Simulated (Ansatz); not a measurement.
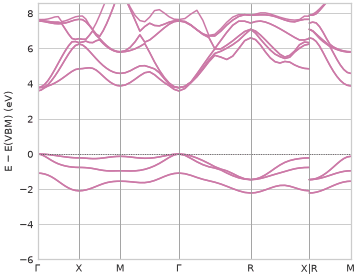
Figure. Band structure from PBEsol with spin–orbit coupling (plane waves, PAW; program Ansatz)

Question: Read off the gap and where the band edges lie.

Answer: About 3.6 eV (3.59 eV by a search for the band edges); maximum at Γ, minimum at Γ.

The material is CsI (CsCl type, space group No. 221).

Space group Pm-3m (CsCl type). The cell was relaxed with PBEsol under the symmetry of its start.

Potentials: the later of the program's two PAW sets.
